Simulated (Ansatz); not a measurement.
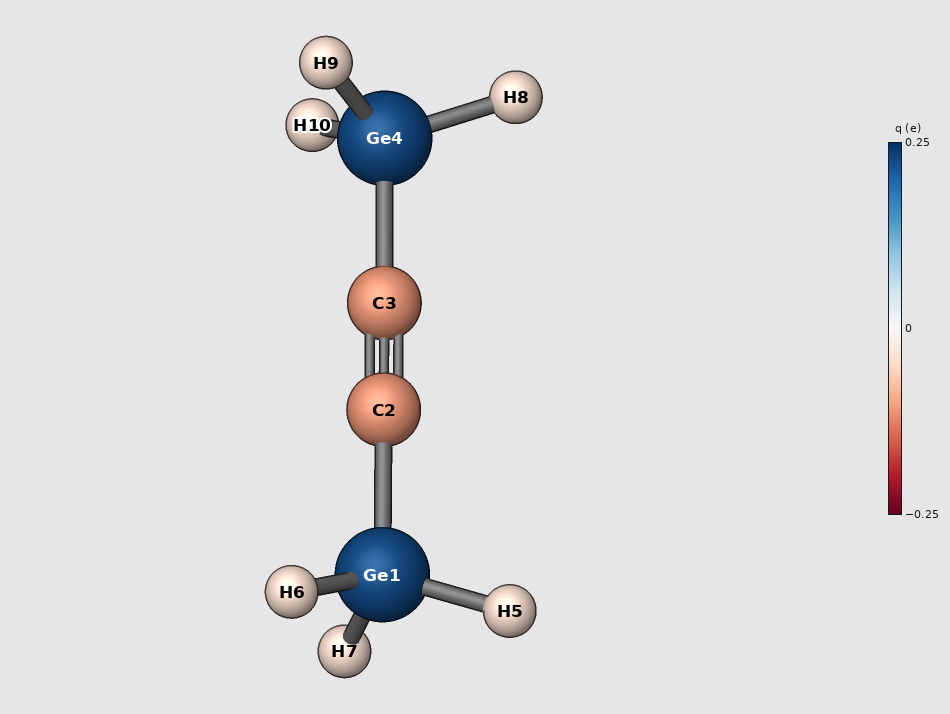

Atoms are coloured by their Mulliken charges. Computed geometry: PBE-D4/def2-SVP optimisation. No frequency run is at hand to confirm it as a minimum. Method: RKS PBE-D4/def2-SVP (Ansatz 0.2.0).

List the Mulliken charges.

| atom | value (e) |
| --- | --- |
| Ge1 | 0.22 |
| C2 | −0.11 |
| C3 | −0.11 |
| Ge4 | 0.22 |
| H5 | −0.04 |
| H6 | −0.04 |
| H7 | −0.04 |
| H8 | −0.04 |
| H9 | −0.04 |
| H10 | −0.04 |

Mulliken values depend strongly on the basis set and can even reverse the polarity of a bond.
